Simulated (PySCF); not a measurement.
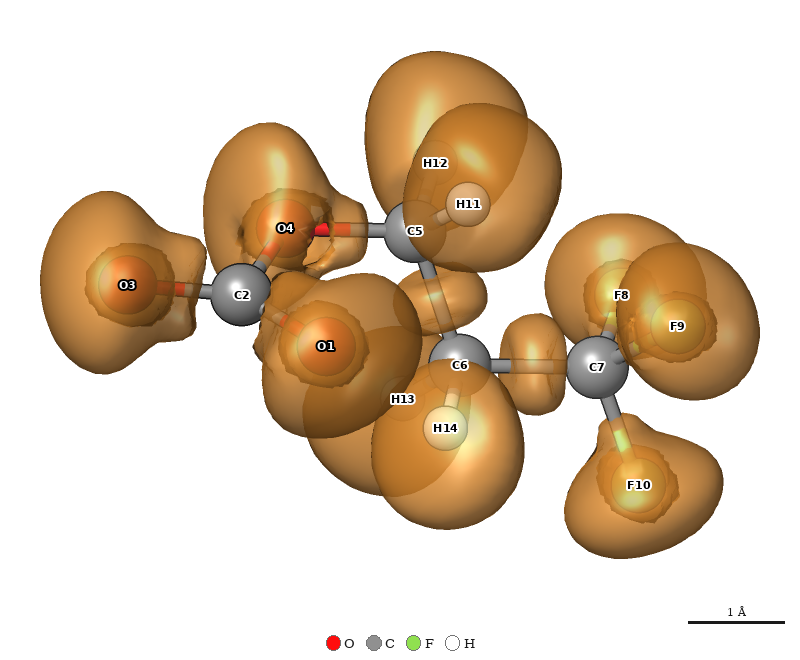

Figure. C4H4F3O3 (SMILES O=C([O-])OCCC(F)(F)F) (charge −1). Isosurface of the electron localisation function at 0.75 (orange), seen at a tilt. Only the valence region is drawn (cores and ρ < 0.01 e/Å³ removed).

Geometry: GFN2-xTB.

Theory: PBE0/pcSseg-1, SCF density, gas phase, non-relativistic (PySCF).

| atom | x (Å) | y (Å) | z (Å) |
| --- | --- | --- | --- |
| O | 1.9462 | -1.1673 | -0.8134 |
| C | 2.5119 | -0.2504 | -0.2420 |
| O | 3.6486 | -0.0637 | 0.1303 |
| O | 1.6217 | 0.9137 | 0.0979 |
| C | 0.3130 | 0.8036 | -0.3271 |
| C | -0.4694 | -0.2370 | 0.5078 |
| C | -1.9292 | -0.2602 | 0.1684 |
| F | -2.5614 | 0.9028 | 0.4485 |
| F | -2.1966 | -0.5082 | -1.1237 |
| F | -2.6144 | -1.2001 | 0.8641 |
| H | 0.2676 | 0.4937 | -1.3828 |
| H | -0.1493 | 1.7941 | -0.2174 |
| H | -0.3632 | -0.0083 | 1.5697 |
| H | -0.0262 | -1.2132 | 0.2975 |

Where are the electrons localised?

The surface consists of two regions between bonded C–C atoms (shared pairs), four regions around hydrogen nuclei, three regions on F in which the atom's valence shell and bonds are merged and three regions on O in which the atom's valence shell and bonds are merged.

Values along the shortest contacts:
C–O (1.21 Å): the ELF peaks at about 0.85 between the atoms: a multiple bond. C–F (1.34 Å): the ELF peaks at about 0.85 between the atoms; a shared but strongly polarised pair.
